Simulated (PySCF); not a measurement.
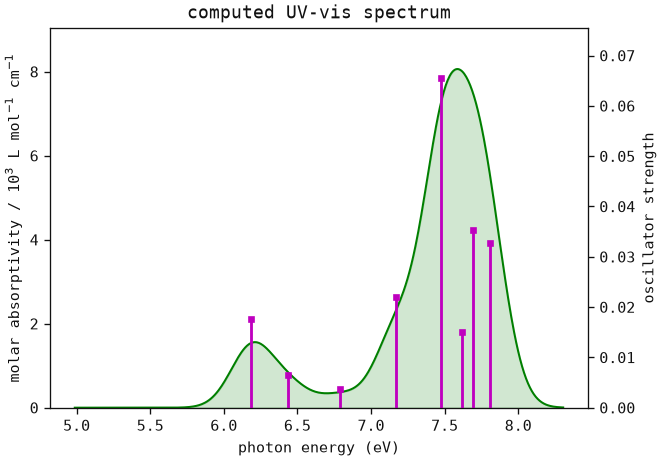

Computed absorption of C₂H₉FSSi₂, SMILES C[Si@@H](CF)S[SiH3]. Vertical TDDFT excitations, ωB97X-D/def2-SVPD, PySCF, at a GFN2-xTB geometry (no frequency check), gas phase. Only the first 8 singlet excitations are included; each is broadened by a Gaussian of 1/e half-width 0.20 eV. Sticks give oscillator strengths (right axis).

**Does any vertical transition fall in the visible?**

No singlet lies below 3.1 eV (beyond 400 nm), so at this level no vertical transition falls in the visible.

**Where is the lowest singlet, and is it bright?**

S1 lies at 6.19 eV (200 nm) with f = 0.018, mainly HOMO → LUMO (91 %); it is weak.

**Which of the computed transitions is the brightest, and what character does the calculation give it?**

S5 at 7.47 eV (166 nm), f = 0.066, mainly HOMO−1 → LUMO (66 %).

Known limits of this run: the tight-binding geometry is rougher than a DFT one and adds to the error; one conformer of a flexible molecule; core orbitals are frozen in the response.
